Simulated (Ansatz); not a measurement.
The parent structure is InP in the zinc blende structure (space group F-43m, No. 216; a = 5.878 Å).

Now apply this change: an isotropic linear strain of +2.50 %, atoms relaxed at fixed cell.

Calculations: PBEsol in Ansatz (plane waves to 420 eV, PAW, spin-orbit coupling left out).

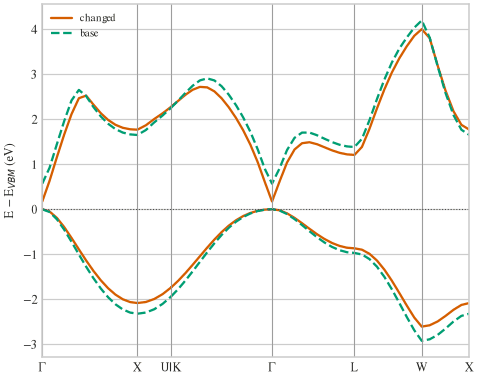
Figure: Highest valence and lowest conduction band along the path, each from its own valence-band maximum

Read the changed gap and its character from the plot.

About 0.2 eV, direct at Γ.

Stability against distortions was not tested.

Ansatz is an electronic-structure program.
